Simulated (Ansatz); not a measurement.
# AuSb2: pressure series

Base system: AuSb$_{2}$ (space group Pa-3, No. 205; a = 6.674 Å).

Cell and atoms are relaxed at each pressure.

The values are results of plane-wave PAW DFT at the PBEsol level (Ansatz, a quantum-chemistry and plane-wave program, 420 eV), no spin-orbit coupling, not measurements.

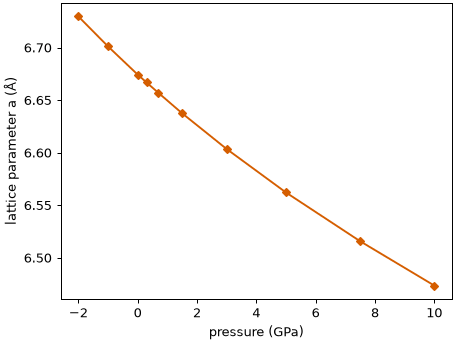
Lattice parameter a against pressure

```csv
pressure (GPa),lattice parameter a
-2,6.730 Å
-1,6.701 Å
0.3,6.667 Å
0.7,6.657 Å
1.5,6.638 Å
3,6.604 Å
5,6.562 Å
7.5,6.516 Å
10,6.474 Å
```

Load acts through the strain it causes; cell and atoms are relaxed under it. Stability against distortions was not tested. Competing high-pressure phases were not computed. The final runs are not spin-polarised.
